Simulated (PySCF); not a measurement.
**GeH2MeBr (CH₅BrGe): what the electrons do**

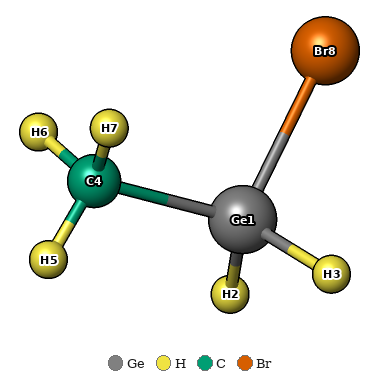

The molecule, with its atoms numbered as below. No frequency check shows the geometry to be a minimum.

Cartesian coordinates (Å):

```
Ge1     -0.8452   -0.4560    0.0000
H2      -1.0174   -1.3152   -1.2314
H3      -1.0194   -1.3175    1.2293
C4      -1.9420    1.1775   -0.0002
H5      -2.9980    0.9324   -0.0728
H6      -1.6763    1.8132   -0.8428
H7      -1.7819    1.7430    0.9168
Br8      1.3483    0.1620    0.0000
```

Part 1: Bonding charge

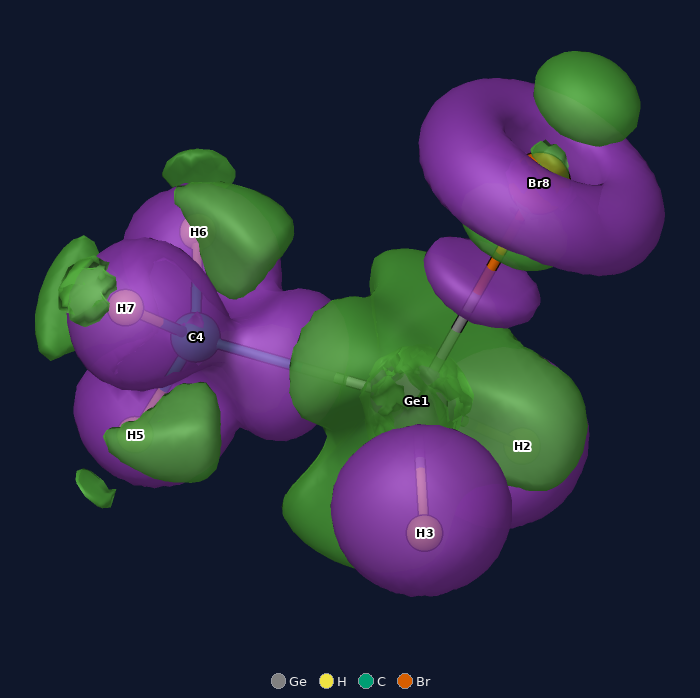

Deformation density (molecule less spherical, spin-averaged free atoms at the same positions), surfaces at ±0.04 e/Å³; purple: gain, green: loss.

Computed with PySCF, B3LYP/def2-SVP, geometry: GFN2-xTB.

Q: Describe the bonding that the map shows.

A: C4–H6: +0.66 e/Å³ at the bond critical point (bond length 1.09 Å, Mayer order 1.0). C4–H7: +0.66 e/Å³ at the bond critical point (bond length 1.09 Å, Mayer order 1.0). C4–H5: +0.65 e/Å³ at the bond critical point (bond length 1.09 Å, Mayer order 1.0). Ge1–H3: +0.26 e/Å³ at the bond critical point (bond length 1.51 Å, Mayer order 0.9). Ge1–H2: +0.26 e/Å³ at the bond critical point (bond length 1.51 Å, Mayer order 0.9). Ge1–C4: +0.19 e/Å³ at the bond critical point (bond length 1.97 Å, Mayer order 1.0). Ge1–Br8: +0.05 e/Å³ at the bond critical point (bond length 2.28 Å, Mayer order 1.0). In all, 1.7 electrons gather in the regions of gain relative to the promolecule. A small or negative value marks a very polar bond, one between electron-rich atoms, whose free-atom densities already overlap strongly, a long bond to a heavier atom, or a closed-shell contact such as a hydrogen bond.

Q: Where do the Hirshfeld charges lie?

A: The highest Hirshfeld charge is on Ge1 (+0.35 e), the lowest on C4 (−0.18 e).

| atom | charge (e) |
| --- | --- |
| Ge1 | +0.35 |
| H2 | −0.07 |
| H3 | −0.07 |
| C4 | −0.18 |
| H5 | +0.04 |
| H6 | +0.04 |
| H7 | +0.04 |
| Br8 | −0.16 |

Part 2: Local ionisation energy

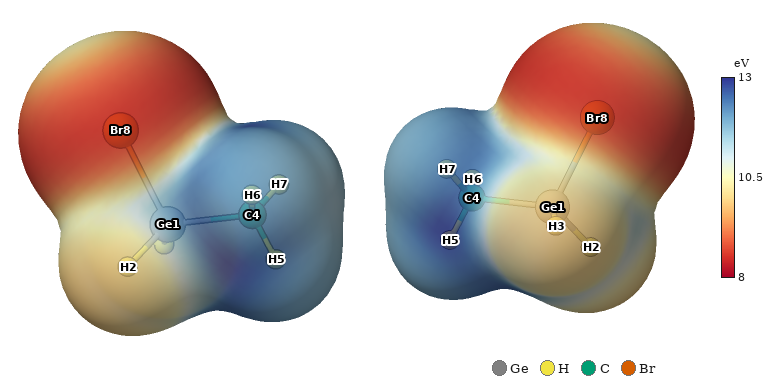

Average local ionisation energy on the surface of electron density 0.001 a.u. (back view left, front view right).

Q: Locate the minima of the map.

A: The lowest value is 8.5 eV, 2.2 Å from Br8, and at like points elsewhere. Further minima include 8.5 eV, 2.2 Å from Br8; 9.8 eV, 1.5 Å from H2, and at like points elsewhere; 11.2 eV, near H6 (1.82 Å), H5 (1.84 Å), H7 (1.85 Å) and C4 (1.91 Å). For comparison, the highest occupied orbital lies at −7.6 eV.

Part 3: Excited states

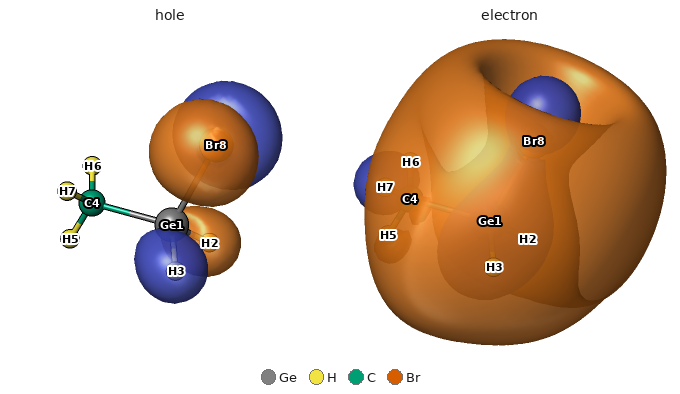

Leading natural transition orbital pair of S₃ (TDA singlet states); the surfaces enclose about 85 % of each orbital's density.

Method: ωB97X/def2-SVPD; geometry: GFN2-xTB; program: PySCF.

Q: Give its energy and the atoms that hole and electron lie on.

A: 7.99 eV (155 nm), f = 0.004, diffuse (Rydberg-like) orbital; the leading pair carries 98 %; hole on Br8 (75 %), Ge1 (11 %) and H2 and H3 (6 % each), electron on Br8 (35 %), Ge1 (32 %) and H2 and H3 (11 % each) (atom shares of so diffuse an orbital are rough); their centroids lie 0.8 Å apart; S₄ lies within 0.1 eV of it. In canonical orbitals it is mainly HOMO−1 → LUMO+1 (70 %). The HOMO–LUMO gap is 12.04 eV.
